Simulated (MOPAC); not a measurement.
## AlN2H4Br: frequency calculation (part 2 of 2)

The same run, continued: AlN2H4Br; PM6, closed shell (MOPAC 23.2.5). The geometry was optimised with PM6.

Geometry of the input (Å):
```
N  -0.4054  1.5583  -0.0707
Al -0.1474  -0.1615  -0.3899
N  0.6960  -1.3339  0.6301
Br -0.9889  -0.9490  -2.3164
H  -0.5967  2.1448  -0.8913
H  0.2899  2.0361  0.5115
H  0.6967  -1.1608  1.6404
H  0.4598  -2.3205  0.4722
```

What the program printed, continued:
```
 VIBRATION          2    1A          ATOM PAIR     ENERGY CONTRIBUTION    RADIAL
 FREQUENCY           172.77         N 1 -- Al2         +20.5% (282.5%)      0.5%
 TRANSITION DIPOLE   0.3598         Al2 -- N 3         +20.5% (282.5%)      0.5%
 TRAVEL (Ang.)       0.3115         N 1 -- H 6         +15.4% (244.7%)     75.7%
 REDUCED MASS        4.0224         N 3 -- H 7         +15.4% (244.7%)     75.7%
 EFFECTIVE MASS    141.8326         N 1 -- H 5         +13.8% (232.1%)     94.0%
 FORCE CONSTANT      0.0707         N 3 -- H 8         +13.8% (232.1%)     94.0%

 VIBRATION          3    2B          ATOM PAIR     ENERGY CONTRIBUTION    RADIAL
 FREQUENCY           229.42         N 1 -- Al2         +23.1% (108.9%)      0.0%
 TRANSITION DIPOLE   0.5949         Al2 -- N 3         +23.1% (108.9%)      0.0%
 TRAVEL (Ang.)       0.1801         N 1 -- H 5         +14.0% ( 84.7%)      2.4%
 REDUCED MASS        9.0574         N 3 -- H 8         +14.0% ( 84.7%)      2.4%
 EFFECTIVE MASS     29.2268         Al2 -- Br4         +11.7% ( 77.4%)      0.0%
 FORCE CONSTANT      0.2809

 VIBRATION          4    2A          ATOM PAIR     ENERGY CONTRIBUTION    RADIAL
 FREQUENCY           263.43         N 3 -- H 8         +24.7% (134.9%)      1.7%
 TRANSITION DIPOLE   0.6723         N 1 -- H 5         +24.7% (134.9%)      1.7%
 TRAVEL (Ang.)       0.0000         N 1 -- H 6         +21.8% (126.7%)      3.4%
 REDUCED MASS        0.2476         N 3 -- H 7         +21.8% (126.7%)      3.5%
 EFFECTIVE MASS      6.0296
 FORCE CONSTANT      0.0101

 VIBRATION          5    3B          ATOM PAIR     ENERGY CONTRIBUTION    RADIAL
 FREQUENCY           267.58         N 1 -- H 6         +25.2% (131.7%)      0.2%
 TRANSITION DIPOLE   0.4621         N 3 -- H 7         +25.2% (131.7%)      0.2%
 TRAVEL (Ang.)       0.8042         N 3 -- H 8         +20.2% (117.8%)      6.4%
 REDUCED MASS        0.3897         N 1 -- H 5         +20.2% (117.8%)      6.4%
 EFFECTIVE MASS      6.7525
 FORCE CONSTANT      0.0164

 VIBRATION          6    3A          ATOM PAIR     ENERGY CONTRIBUTION    RADIAL
 FREQUENCY           458.22         Al2 -- Br4         +29.5% (110.4%)    100.0%
 TRANSITION DIPOLE   2.8451         Al2 -- N 3         +20.1% ( 91.1%)      0.3%
 TRAVEL (Ang.)       0.1051         N 1 -- Al2         +20.1% ( 91.1%)      0.3%
 REDUCED MASS       13.3101         N 3 -- H 7          +8.1% ( 57.8%)     43.8%
 EFFECTIVE MASS     40.2187
 FORCE CONSTANT      1.6466

 VIBRATION          7    4B          ATOM PAIR     ENERGY CONTRIBUTION    RADIAL
 FREQUENCY           665.32         N 3 -- H 8         +20.8% ( 52.7%)      0.3%
 TRANSITION DIPOLE   2.6310         N 1 -- H 5         +20.8% ( 52.7%)      0.3%
 TRAVEL (Ang.)       0.3926         N 3 -- H 7         +17.9% ( 48.9%)      0.5%
 REDUCED MASS        0.6577         N 1 -- H 6         +17.9% ( 48.9%)      0.5%
 EFFECTIVE MASS      5.3386         Al2 -- N 3         +10.3% ( 37.2%)     33.8%
 FORCE CONSTANT      0.1715         N 1 -- Al2         +10.3% ( 37.2%)     33.8%

 VIBRATION          8    4A          ATOM PAIR     ENERGY CONTRIBUTION    RADIAL
 FREQUENCY           677.49         N 3 -- H 7         +20.7% ( 53.2%)      0.3%
 TRANSITION DIPOLE   0.9786         N 1 -- H 6         +20.7% ( 53.2%)      0.3%
 TRAVEL (Ang.)       0.3671         N 3 -- H 8         +18.5% ( 50.4%)      0.0%
 REDUCED MASS        0.7388         N 1 -- H 5         +18.5% ( 50.4%)      0.0%
 EFFECTIVE MASS      5.2719         Al2 -- N 3         +10.2% ( 37.4%)     55.3%
 FORCE CONSTANT      0.1998         N 1 -- Al2         +10.2% ( 37.4%)     55.3%

 VIBRATION          9    5A          ATOM PAIR     ENERGY CONTRIBUTION    RADIAL
 FREQUENCY           871.26         Al2 -- N 3         +20.7% ( 71.7%)     82.0%
 TRANSITION DIPOLE   1.4818         N 1 -- Al2         +20.7% ( 71.7%)     82.0%
 TRAVEL (Ang.)       0.1557         N 3 -- H 8         +14.7% ( 60.4%)     53.2%
 REDUCED MASS        3.1919         N 1 -- H 5         +14.7% ( 60.4%)     53.2%
 EFFECTIVE MASS     14.6047         N 3 -- H 7         +13.1% ( 57.1%)     21.0%
 FORCE CONSTANT      1.4276         N 1 -- H 6         +13.1% ( 57.1%)     21.0%

 VIBRATION         10    5B          ATOM PAIR     ENERGY CONTRIBUTION    RADIAL
 FREQUENCY          1005.06         N 1 -- Al2         +17.9% ( 57.6%)     97.6%
 TRANSITION DIPOLE   1.0435         Al2 -- N 3         +17.9% ( 57.6%)     97.6%
 TRAVEL (Ang.)       0.1895         N 3 -- H 7         +16.7% ( 55.6%)     55.2%
 REDUCED MASS        1.8689         N 1 -- H 6         +16.7% ( 55.6%)     55.2%
 EFFECTIVE MASS     10.3529         N 1 -- H 5         +12.4% ( 48.0%)      0.2%
 FORCE CONSTANT      1.1123         N 3 -- H 8         +12.4% ( 48.0%)      0.2%

 VIBRATION         11    6B          ATOM PAIR     ENERGY CONTRIBUTION    RADIAL
 FREQUENCY          1061.71         N 1 -- Al2         +17.4% ( 53.8%)     77.0%
 TRANSITION DIPOLE   1.4163         Al2 -- N 3         +17.4% ( 53.8%)     77.0%
 TRAVEL (Ang.)       0.1684         N 3 -- H 8         +16.5% ( 52.3%)     44.1%
 REDUCED MASS        2.2405         N 1 -- H 5         +16.5% ( 52.3%)     44.1%
 EFFECTIVE MASS      9.6308         N 1 -- H 6         +12.4% ( 45.4%)      0.0%
 FORCE CONSTANT      1.4880         N 3 -- H 7         +12.4% ( 45.4%)      0.0%

 VIBRATION         12    6A          ATOM PAIR     ENERGY CONTRIBUTION    RADIAL
 FREQUENCY          1092.33         N 3 -- H 7         +22.4% ( 54.8%)     11.1%
 TRANSITION DIPOLE   1.0728         N 1 -- H 6         +22.4% ( 54.8%)     11.2%
 TRAVEL (Ang.)       0.3982         N 1 -- H 5         +22.1% ( 54.3%)      7.9%
 REDUCED MASS        0.3893         N 3 -- H 8         +22.1% ( 54.3%)      7.9%
 EFFECTIVE MASS      3.3468
 FORCE CONSTANT      0.2737

 VIBRATION         13    7B          ATOM PAIR     ENERGY CONTRIBUTION    RADIAL
 FREQUENCY          1603.67         N 3 -- H 8         +24.3% ( 43.0%)      2.2%
 TRANSITION DIPOLE   0.6803         N 1 -- H 5         +24.3% ( 43.0%)      2.2%
 TRAVEL (Ang.)       0.3955         N 3 -- H 7         +23.2% ( 42.0%)      2.6%
 REDUCED MASS        0.2689         N 1 -- H 6         +23.2% ( 42.0%)      2.6%
 EFFECTIVE MASS      1.8350
 FORCE CONSTANT      0.4074

 VIBRATION         14    7A          ATOM PAIR     ENERGY CONTRIBUTION    RADIAL
 FREQUENCY          1605.90         N 3 -- H 8         +24.4% ( 42.8%)      2.0%
 TRANSITION DIPOLE   0.3180         N 1 -- H 5         +24.4% ( 42.8%)      2.0%
 TRAVEL (Ang.)       0.3983         N 3 -- H 7         +23.4% ( 42.0%)      2.5%
 REDUCED MASS        0.2647         N 1 -- H 6         +23.4% ( 42.0%)      2.5%
 EFFECTIVE MASS      1.7602
 FORCE CONSTANT      0.4021

 VIBRATION         15    8B          ATOM PAIR     ENERGY CONTRIBUTION    RADIAL
 FREQUENCY          2804.37         N 3 -- H 8         +27.8% ( 53.7%)     98.3%
 TRANSITION DIPOLE   0.6015         N 1 -- H 5         +27.8% ( 53.7%)     98.3%
 TRAVEL (Ang.)       0.3050         N 1 -- H 6         +21.9% ( 47.7%)     97.3%
 REDUCED MASS        0.2584         N 3 -- H 7         +21.9% ( 47.7%)     97.3%
 EFFECTIVE MASS      1.4720
 FORCE CONSTANT      1.1975

 VIBRATION         16    8A          ATOM PAIR     ENERGY CONTRIBUTION    RADIAL
 FREQUENCY          2805.39         N 3 -- H 8         +28.9% ( 54.7%)     98.4%
 TRANSITION DIPOLE   1.0328         N 1 -- H 5         +28.9% ( 54.7%)     98.4%
 TRAVEL (Ang.)       0.3031         N 3 -- H 7         +20.8% ( 46.5%)     96.9%
 REDUCED MASS        0.2617         N 1 -- H 6         +20.8% ( 46.5%)     96.9%
 EFFECTIVE MASS      1.4807
 FORCE CONSTANT      1.2135

 VIBRATION         17    9B          ATOM PAIR     ENERGY CONTRIBUTION    RADIAL
 FREQUENCY          2829.50         N 3 -- H 7         +28.1% ( 52.3%)     97.9%
 TRANSITION DIPOLE   1.0863         N 1 -- H 6         +28.1% ( 52.3%)     97.9%
 TRAVEL (Ang.)       0.3110         N 3 -- H 8         +21.7% ( 46.1%)     96.4%
 REDUCED MASS        0.2463         N 1 -- H 5         +21.7% ( 46.1%)     96.3%
 EFFECTIVE MASS      1.2177
 FORCE CONSTANT      1.1619

 VIBRATION         18    9A          ATOM PAIR     ENERGY CONTRIBUTION    RADIAL
 FREQUENCY          2832.75         N 1 -- H 6         +29.2% ( 53.3%)     97.8%
 TRANSITION DIPOLE   0.5421         N 3 -- H 7         +29.2% ( 53.3%)     97.8%
 TRAVEL (Ang.)       0.3089         N 3 -- H 8         +20.6% ( 44.8%)     96.0%
 REDUCED MASS        0.2495         N 1 -- H 5         +20.6% ( 44.8%)     96.0%
 EFFECTIVE MASS      1.2258
 FORCE CONSTANT      1.1796

      SYMMETRY NUMBER FOR POINT-GROUP C2  =  2

          SYSTEM IS A GROUND STATE

 PM6 frequencies

          MOLECULE IS NOT LINEAR

          THERE ARE 18 GENUINE VIBRATIONS IN THIS SYSTEM
          THIS THERMODYNAMICS CALCULATION IS LIMITED TO
          MOLECULES WHICH HAVE NO INTERNAL ROTATIONS

                    CALCULATED THERMODYNAMIC PROPERTIES
                                          *
   TEMP. (K)   PARTITION FUNCTION   H.O.F.    ENTHALPY  HEAT CAPACITY ENTROPY
                                   KCAL/MOL   CAL/MOLE    CAL/K/MOL  CAL/K/MOL

 298.00  VIB.     0.1614D+02                  2157.6198    13.8166    12.7670
         ROT.     0.1062D+06                   888.2803     2.9808    25.9781
         INT.     0.1713D+07                  3045.9001    16.7974    38.7450
         TRA.     0.1583D+28                  1480.4672     4.9680    40.6959
         TOT.                      -42.959    4526.3672    21.7655    79.4409

 200.00  VIB.     0.4820D+01                   978.1401    10.1440     8.0161
         ROT.     0.5837D+05                   596.1613     2.9808    24.7894
         INT.     0.2813D+06                  1574.3014    13.1248    32.8055
         TRA.     0.8704D+27                   993.6021     4.9680    38.7147
         TOT.                      -44.918    2567.9035    18.0928    71.5203

 210.00  VIB.     0.5452D+01                  1081.6173    10.5501     8.5209
         ROT.     0.6280D+05                   625.9693     2.9808    24.9348
         INT.     0.3424D+06                  1707.5866    13.5309    33.4557
         TRA.     0.9365D+27                  1043.2822     4.9680    38.9571
         TOT.                      -44.735    2750.8689    18.4989    72.4129

 220.00  VIB.     0.6169D+01                  1189.1151    10.9482     9.0209
         ROT.     0.6734D+05                   655.7774     2.9808    25.0735
         INT.     0.4154D+06                  1844.8925    13.9291    34.0944
         TRA.     0.1004D+28                  1092.9623     4.9680    39.1882
         TOT.                      -44.548    2937.8548    18.8971    73.2827

 230.00  VIB.     0.6981D+01                  1300.5579    11.3391     9.5162
         ROT.     0.7198D+05                   685.5855     2.9808    25.2060
         INT.     0.5025D+06                  1986.1433    14.3199    34.7222
         TRA.     0.1073D+28                  1142.6424     4.9680    39.4091
         TOT.                      -44.357    3128.7858    19.2879    74.1313

 240.00  VIB.     0.7901D+01                  1415.8744    11.7230    10.0070
         ROT.     0.7673D+05                   715.3935     2.9808    25.3329
         INT.     0.6062D+06                  2131.2680    14.7038    35.3398
         TRA.     0.1144D+28                  1192.3226     4.9680    39.6205
         TOT.                      -44.162    3323.5905    19.6719    74.9603

 250.00  VIB.     0.8941D+01                  1534.9960    12.1001    10.4932
         ROT.     0.8157D+05                   745.2016     2.9808    25.4545
         INT.     0.7293D+06                  2280.1976    15.0809    35.9477
         TRA.     0.1216D+28                  1242.0027     4.9680    39.8233
         TOT.                      -43.963    3522.2002    20.0490    75.7711

 260.00  VIB.     0.1012D+02                  1657.8549    12.4705    10.9750
         ROT.     0.8651D+05                   775.0097     2.9808    25.5715
         INT.     0.8752D+06                  2432.8646    15.4513    36.5464
         TRA.     0.1290D+28                  1291.6828     4.9680    40.0182
         TOT.                      -43.761    3724.5473    20.4193    76.5646

 270.00  VIB.     0.1144D+02                  1784.3841    12.8342    11.4525
         ROT.     0.9155D+05                   804.8177     2.9808    25.6839
         INT.     0.1048D+07                  2589.2019    15.8150    37.1364
         TRA.     0.1365D+28                  1341.3629     4.9680    40.2057
         TOT.                      -43.555    3930.5647    20.7830    77.3421

 280.00  VIB.     0.1294D+02                  1914.5166    13.1912    11.9257
         ROT.     0.9669D+05                   834.6258     2.9808    25.7924
         INT.     0.1251D+07                  2749.1424    16.1720    37.7181
         TRA.     0.1442D+28                  1391.0430     4.9680    40.3863
         TOT.                      -43.345    4140.1854    21.1400    78.1044

 290.00  VIB.     0.1463D+02                  2048.1848    13.5414    12.3947
         ROT.     0.1019D+06                   864.4339     2.9808    25.8970
         INT.     0.1491D+07                  2912.6187    16.5222    38.2917
         TRA.     0.1520D+28                  1440.7231     4.9680    40.5607
         TOT.                      -43.132    4353.3418    21.4902    78.8524

 300.00  VIB.     0.1654D+02                  2185.3212    13.8848    12.8596
         ROT.     0.1072D+06                   894.2419     2.9808    25.9980
         INT.     0.1773D+07                  3079.5631    16.8656    38.8576
         TRA.     0.1599D+28                  1490.4032     4.9680    40.7291
         TOT.                      -42.916    4569.9663    21.8336    79.5867

 310.00  VIB.     0.1868D+02                  2325.8577    14.2214    13.3204
         ROT.     0.1126D+06                   924.0500     2.9808    26.0957
         INT.     0.2104D+07                  3249.9077    17.2022    39.4161
         TRA.     0.1680D+28                  1540.0833     4.9680    40.8920
         TOT.                      -42.696    4789.9910    22.1702    80.3081

 320.00  VIB.     0.2110D+02                  2469.7262    14.5512    13.7771
         ROT.     0.1181D+06                   953.8580     2.9808    26.1904
         INT.     0.2492D+07                  3423.5842    17.5320    39.9675
         TRA.     0.1762D+28                  1589.7634     4.9680    41.0497
         TOT.                      -42.472    5013.3476    22.5000    81.0173

 330.00  VIB.     0.2381D+02                  2616.8585    14.8742    14.2299
         ROT.     0.1237D+06                   983.6661     2.9808    26.2821
         INT.     0.2946D+07                  3600.5246    17.8550    40.5120
         TRA.     0.1845D+28                  1639.4435     4.9680    41.2026
         TOT.                      -42.246    5239.9681    22.8230    81.7146

 340.00  VIB.     0.2687D+02                  2767.1868    15.1904    14.6786
         ROT.     0.1294D+06                  1013.4742     2.9808    26.3711
         INT.     0.3476D+07                  3780.6610    18.1712    41.0497
         TRA.     0.1929D+28                  1689.1236     4.9680    41.3509
         TOT.                      -42.016    5469.7846    23.1392    82.4006

 350.00  VIB.     0.3030D+02                  2920.6437    15.4999    15.1234
         ROT.     0.1351D+06                  1043.2822     2.9808    26.4575
         INT.     0.4094D+07                  3963.9260    18.4807    41.5809
         TRA.     0.2015D+28                  1738.8037     4.9680    41.4949
         TOT.                      -41.783    5702.7297    23.4487    83.0759

 360.00  VIB.     0.3416D+02                  3077.1624    15.8028    15.5643
         ROT.     0.1410D+06                  1073.0903     2.9808    26.5415
         INT.     0.4814D+07                  4150.2527    18.7836    42.1058
         TRA.     0.2102D+28                  1788.4838     4.9680    41.6349
         TOT.                      -41.547    5938.7365    23.7516    83.7407

 370.00  VIB.     0.3848D+02                  3236.6770    16.0991    16.0014
         ROT.     0.1469D+06                  1102.8984     2.9808    26.6231
         INT.     0.5651D+07                  4339.5753    19.0799    42.6245
         TRA.     0.2190D+28                  1838.1639     4.9680    41.7710
         TOT.                      -41.308    6177.7393    24.0479    84.3955

 380.00  VIB.     0.4333D+02                  3399.1226    16.3890    16.4346
         ROT.     0.1529D+06                  1132.7064     2.9808    26.7026
         INT.     0.6624D+07                  4531.8291    19.3698    43.1372
         TRA.     0.2280D+28                  1887.8440     4.9680    41.9035
         TOT.                      -41.066    6419.6731    24.3378    85.0407

 390.00  VIB.     0.4877D+02                  3564.4357    16.6726    16.8639
         ROT.     0.1589D+06                  1162.5145     2.9808    26.7801
         INT.     0.7751D+07                  4726.9502    19.6534    43.6440
         TRA.     0.2370D+28                  1937.5242     4.9680    42.0325
         TOT.                      -40.821    6664.4744    24.6214    85.6766

 400.00  VIB.     0.5486D+02                  3732.5540    16.9501    17.2896
         ROT.     0.1651D+06                  1192.3226     2.9808    26.8555
         INT.     0.9056D+07                  4924.8766    19.9309    44.1451
         TRA.     0.2462D+28                  1987.2043     4.9680    42.1583
         TOT.                      -40.573    6912.0808    24.8989    86.3034

   *: NOTE: HEATS OF FORMATION ARE RELATIVE TO THE
            ELEMENTS IN THEIR STANDARD STATE AT 298K
              (=  Standard Enthalpy of Formation).

            Hvib:  Zero-point energy is not included.
                   frequencies of less than zero cm-1 are not included.
            Hrot = (3/2)RT
            Htra = (3/2)RT + pV = (5/2)RT

            Heat capacity is Cp, not Cv

           FORCE CONSTANT IN CARTESIAN COORDINATES (Millidynes/A)

    ATOM   CHEMICAL       X               Y               Z
   NUMBER   SYMBOL  FORCE CONSTANT  FORCE CONSTANT  FORCE CONSTANT

      1       N        7.181021        6.134152        1.775917
      2      Al        7.695267        5.814207        0.840486
      3       N        6.660109        6.654369        1.776612
      4      Br        0.645882        2.459397        0.053841
      5       H        1.679901        3.323062        0.609904
      6       H        1.707120        3.055635        0.825427
      7       H        1.280500        3.481217        0.826465
      8       H        4.029387        0.973950        0.609530

 *                    *
 * JOB ENDED NORMALLY *
 *                    *

 TOTAL JOB TIME:             0.12 SECONDS

 == MOPAC DONE ==
```

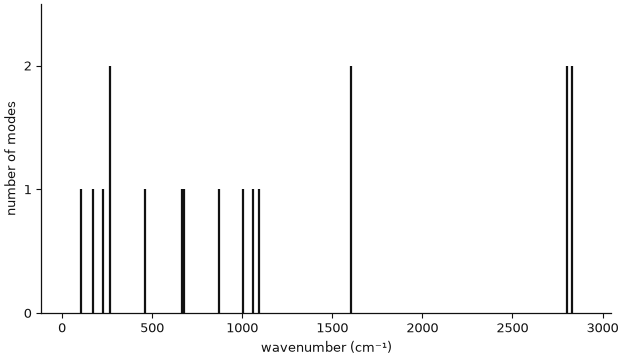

**Figure 1.** Harmonic vibrational wavenumbers from the force constants; neighbouring modes closer than 12 cm⁻¹ are counted in one stick. 18 modes from 104 to 2833 cm⁻¹, none imaginary.
